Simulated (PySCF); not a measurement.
**C$_{4}$H$_{14}$ClPSi$_{2}$ (SMILES CC(C)(C)[SiH2]P[SiH2]Cl): density, localisation and related maps**

```tsv
atom	x (Å)	y (Å)	z (Å)
C	-2.1293	-0.4425	1.1537
C	-1.1348	0.0285	0.0955
C	-1.8422	0.1338	-1.2558
C	-0.5977	1.4070	0.4788
Si	0.3164	-1.2172	-0.0399
P	1.8135	-0.3128	-1.4476
Si	3.5030	0.2286	-0.0966
Cl	3.0199	1.8990	0.9138
H	-2.5317	-1.4201	0.8977
H	-1.6524	-0.5171	2.1281
H	-2.9599	0.2580	1.2344
H	-2.2854	-0.8198	-1.5366
H	-2.6365	0.8793	-1.2143
H	-1.1391	0.4298	-2.0340
H	-1.4067	2.1365	0.5170
H	0.1308	1.7516	-0.2562
H	-0.1151	1.3847	1.4543
H	0.8704	-1.5146	1.2912
H	-0.1284	-2.4851	-0.6317
H	2.3852	-1.5157	-1.8093
H	3.8438	-0.7903	0.8982
H	4.6660	0.5177	-0.9335
```

Geometry: GFN2-xTB.

The calculation used PBE0/pcSseg-1, SCF density, gas phase, non-relativistic in PySCF.

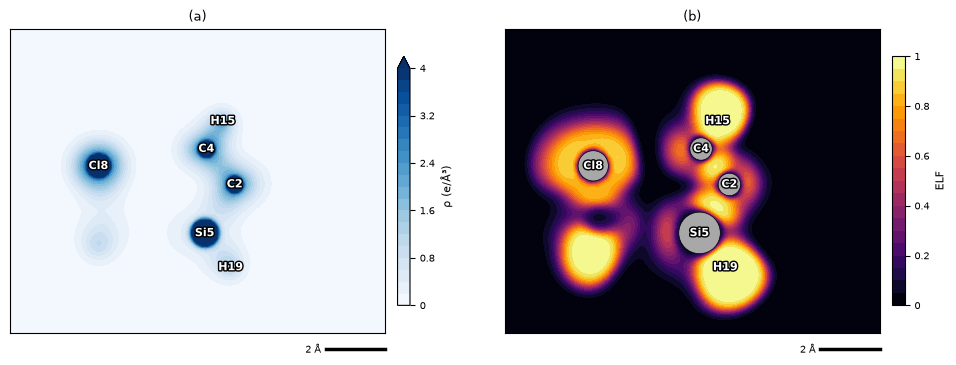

Figure 1. (a) total electron density; (b) electron localisation function on the plane of atoms C4, C2 and Si5. Grey discs cover the atomic cores in the ELF map.

What do the fields say about this system?

The plane passes through C, Si, Cl and H nuclei.
C–C (1.53 Å): ρ at the midpoint is about 1.6 e/Å³; the ELF peaks at about 0.95 between the atoms: localised, covalent bonding.
C–Si (1.92 Å): ρ is about 0.92 e/Å³ halfway; the ELF peaks at about 0.95 between the atoms, as expected for a shared electron pair.
C–H (1.09 Å): ρ at the midpoint is about 2 e/Å³; the ELF climbs to about 1 towards the hydrogen, as it does in any bond to H (an ordinary covalent bond to hydrogen).
Si–H (1.47 Å): the density is about 0.8 e/Å³ at the midpoint; the ELF climbs to about 1 towards the hydrogen.
The ELF also peaks beside Cl8, away from the bonds: lone-pair regions.

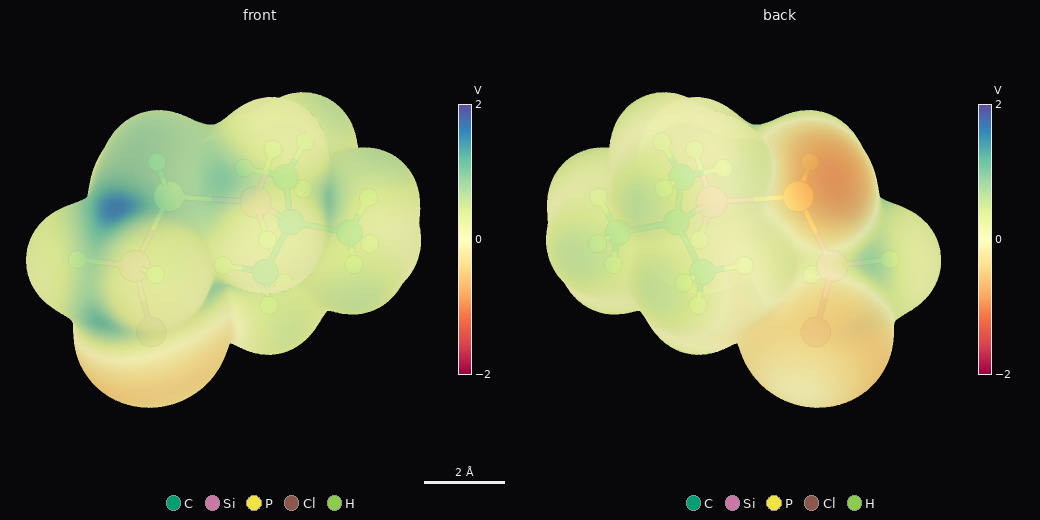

Figure 2. The electrostatic potential painted on the density surface at 0.002 e/bohr³, seen from the front and from behind; red is negative and blue positive.

Where is the surface potential most negative and most positive?

The most negative region (about −0.9 V, or −21 kcal/mol for a unit charge) lies over P6, the most positive (about +1.5 V, or +35 kcal/mol for a unit charge) over Si7.
